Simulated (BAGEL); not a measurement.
# CH5ClNSi (SMILES C[N][SiH2]Cl) at ROHF/def2-SVP (density fitting with qzvpp-jkfit)

Aim: the vertical doublet–quartet gap of CH5ClNSi at ROHF/def2-SVP (density fitting with qzvpp-jkfit), from 2 runs. 

Program for the calculation: BAGEL 1.2.2.

1 further run of the same task is left out (set aside as unsound or not needed).

## 1. Starting point

CH5ClNSi has 9 atoms, charge 0, and is taken as a doublet. SMILES: `C[N][SiH2]Cl`. The shape is that of a PBE0-D4/def2-TZVP optimisation. This is one conformer, not always the lowest.

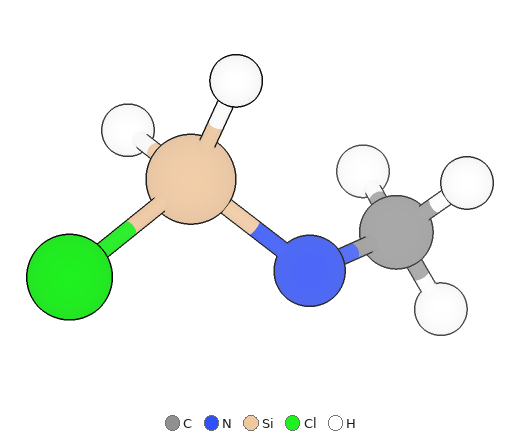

The structure, seen from a chosen angle (carbon grey, nitrogen blue, silicon light orange, chlorine green, hydrogen white).

## 2. The energy at ROHF/def2-SVP (density fitting with qzvpp-jkfit)

input.json

```json
{ "bagel" : [

{
  "title" : "molecule",
  "basis" : "svp",
  "df_basis" : "qzvpp-jkfit",
  "angstrom" : true,
  "geometry" : [
    { "atom" : "C", "xyz" : [       0.493800,       1.341500,       0.140500 ] },
    { "atom" : "N", "xyz" : [       0.628800,      -0.021000,       0.521800 ] },
    { "atom" : "Si", "xyz" : [      -0.415600,      -1.237400,      -0.129200 ] },
    { "atom" : "Cl", "xyz" : [       0.319500,      -3.082500,       0.354500 ] },
    { "atom" : "H", "xyz" : [       0.134300,       1.514200,      -0.884300 ] },
    { "atom" : "H", "xyz" : [      -0.244700,       1.810000,       0.812700 ] },
    { "atom" : "H", "xyz" : [       1.430900,       1.885400,       0.295300 ] },
    { "atom" : "H", "xyz" : [      -1.762400,      -1.101400,       0.482200 ] },
    { "atom" : "H", "xyz" : [      -0.495900,      -1.155200,      -1.610700 ] }
  ]
},

{
  "title" : "rohf",
  "nopen" : 1
},

{
  "title" : "print",
  "file" : "orbitals.molden",
  "orbitals" : true
}

]}
```

Launch:

```console
$ BAGEL_NUM_THREADS=1 BAGEL input.json > input.out
```

Standard output:

```text
* using 1 threads per process

  ===============================================================
  ===============================================================

  *** Geometry ***

  { "atom" : "C", "xyz" : [      0.933147,      2.535068,      0.265507 ] },
  { "atom" : "N", "xyz" : [      1.188260,     -0.039684,      0.986059 ] },
  { "atom" : "Si", "xyz" : [     -0.785370,     -2.338347,     -0.244153 ] },
  { "atom" : "Cl", "xyz" : [      0.603767,     -5.825081,      0.669908 ] },
  { "atom" : "H", "xyz" : [      0.253790,      2.861423,     -1.671085 ] },
  { "atom" : "H", "xyz" : [     -0.462416,      3.420404,      1.535780 ] },
  { "atom" : "H", "xyz" : [      2.704009,      3.562890,      0.558036 ] },
  { "atom" : "H", "xyz" : [     -3.330453,     -2.081344,      0.911226 ] },
  { "atom" : "H", "xyz" : [     -0.937115,     -2.183012,     -3.043782 ] },

  Number of auxiliary basis functions:      498

  Since a DF basis is specified, we compute 2- and 3-index integrals:
    o Being stored without compression. Storage requirement is 0.032 GB

  Number of basis functions:       89
  Number of electrons      :       49

    * METHOD: MOLECULE                             0.25

  *** Open-shell HF ***

  === Nuclear Repulsion ===
   205.3394117977

      * DIIS with orbital gradients will be used.

  === ROHF iteration (svp) ===
      0       -843.17116607          0.02828335           0.16
      1       -843.30432176          0.01761332           0.15
      2       -843.34800157          0.00926010           0.16
      3       -843.36320838          0.00165073           0.16
      4       -843.36457068          0.00053302           0.15
      5       -843.36483881          0.00013818           0.15
      6       -843.36487572          0.00003579           0.16
      7       -843.36488645          0.00001257           0.16
      8       -843.36488999          0.00000691           0.16
      9       -843.36489043          0.00000442           0.15
     10       -843.36489060          0.00000338           0.16
     11       -843.36489059          0.00000282           0.15
     12       -843.36489064          0.00000237           0.16
     13       -843.36489063          0.00000182           0.16
     14       -843.36489066          0.00000099           0.15
     15       -843.36489066          0.00000049           0.15
     16       -843.36489066          0.00000028           0.15
     17       -843.36489066          0.00000014           0.15
     18       -843.36489067          0.00000007           0.15
     19       -843.36489067          0.00000003           0.15
     20       -843.36489067          0.00000001           0.15
     21       -843.36489067          0.00000001           0.16
    * SCF iteration converged.

    * S^2 (ROHF) is 0.7500

    * Permanent dipole moment:
           (    0.478265,    -0.946523,     0.423518) a.u.

    * METHOD: ROHF                                 3.60

    * METHOD: PRINT                                0.02

  ===============================================================
```

It took 4.2 s on 1 thread of Arm Neoverse V1, shared host; peak memory 0.13 GiB.

## 3. The quartet at the same level

calc.json

```json
{ "bagel": [

{
  "title": "molecule",
  "basis": "svp",
  "df_basis": "qzvpp-jkfit",
  "angstrom": true,
  "geometry": [
    { "atom": "C", "xyz": [       0.493800,       1.341500,       0.140500 ] },
    { "atom": "N", "xyz": [       0.628800,      -0.021000,       0.521800 ] },
    { "atom": "Si", "xyz": [      -0.415600,      -1.237400,      -0.129200 ] },
    { "atom": "Cl", "xyz": [       0.319500,      -3.082500,       0.354500 ] },
    { "atom": "H", "xyz": [       0.134300,       1.514200,      -0.884300 ] },
    { "atom": "H", "xyz": [      -0.244700,       1.810000,       0.812700 ] },
    { "atom": "H", "xyz": [       1.430900,       1.885400,       0.295300 ] },
    { "atom": "H", "xyz": [      -1.762400,      -1.101400,       0.482200 ] },
    { "atom": "H", "xyz": [      -0.495900,      -1.155200,      -1.610700 ] }
  ]
},

{ "title": "rohf", "nopen": 3 },

{ "title": "print", "file": "orbitals.molden", "orbitals": true }

]}
```

Launch:

```console
$ BAGEL_NUM_THREADS=1 BAGEL calc.json > calc.out
```

Standard output:

```text
* using 1 threads per process

  ===============================================================
  ===============================================================

  *** Geometry ***

  { "atom" : "C", "xyz" : [      0.933147,      2.535068,      0.265507 ] },
  { "atom" : "N", "xyz" : [      1.188260,     -0.039684,      0.986059 ] },
  { "atom" : "Si", "xyz" : [     -0.785370,     -2.338347,     -0.244153 ] },
  { "atom" : "Cl", "xyz" : [      0.603767,     -5.825081,      0.669908 ] },
  { "atom" : "H", "xyz" : [      0.253790,      2.861423,     -1.671085 ] },
  { "atom" : "H", "xyz" : [     -0.462416,      3.420404,      1.535780 ] },
  { "atom" : "H", "xyz" : [      2.704009,      3.562890,      0.558036 ] },
  { "atom" : "H", "xyz" : [     -3.330453,     -2.081344,      0.911226 ] },
  { "atom" : "H", "xyz" : [     -0.937115,     -2.183012,     -3.043782 ] },

  Number of auxiliary basis functions:      498

  Since a DF basis is specified, we compute 2- and 3-index integrals:
    o Being stored without compression. Storage requirement is 0.032 GB

  Number of basis functions:       89
  Number of electrons      :       49

    * METHOD: MOLECULE                             0.25

  *** Open-shell HF ***

  === Nuclear Repulsion ===
   205.3394117977

      * DIIS with orbital gradients will be used.

  === ROHF iteration (svp) ===
      0       -842.94228828          0.01993957           0.16
      1       -843.05659126          0.01135028           0.15
      2       -843.09303168          0.00530109           0.15
      3       -843.10517577          0.00265711           0.15
      4       -843.11321131          0.00087485           0.16
      5       -843.11570506          0.00042934           0.16
      6       -843.11633046          0.00032371           0.16
      7       -843.11663311          0.00012752           0.16
      8       -843.11671966          0.00006098           0.16
      9       -843.11674942          0.00003262           0.16
     10       -843.11675042          0.00002082           0.16
     11       -843.11675187          0.00001066           0.15
     12       -843.11675094          0.00000352           0.15
     13       -843.11675127          0.00000183           0.15
     14       -843.11675138          0.00000085           0.15
     15       -843.11675142          0.00000049           0.16
     16       -843.11675143          0.00000032           0.15
     17       -843.11675142          0.00000023           0.16
     18       -843.11675142          0.00000016           0.16
     19       -843.11675142          0.00000013           0.16
     20       -843.11675143          0.00000008           0.16
     21       -843.11675143          0.00000006           0.16
     22       -843.11675145          0.00000002           0.16
     23       -843.11675145          0.00000001           0.16
    * SCF iteration converged.

    * S^2 (ROHF) is 3.7500

    * Permanent dipole moment:
           (   -0.986504,    -1.933642,    -0.515424) a.u.

    * METHOD: ROHF                                 3.95

    * METHOD: PRINT                                0.02

  ===============================================================
```

Wall time 4.5 s (1 thread of Arm Neoverse V1, shared host); peak memory 0.13 GiB.

## 4. Results

At ROHF/def2-SVP (density fitting with qzvpp-jkfit):

| quantity | value |
| --- | --- |
| doublet: total energy | -843.36489 Eh |
| doublet: dipole moment | 2.90 D |
| doublet: ⟨S²⟩ | 0.750 |
| quartet: total energy | -843.11675 Eh |
| quartet: dipole moment | 5.67 D |
| quartet: ⟨S²⟩ | 3.750 |
| vertical energy of the quartet above the doublet | 6.752 eV |

What this shows: At this shape the quartet lies 6.75 eV (651 kJ/mol) above the doublet.
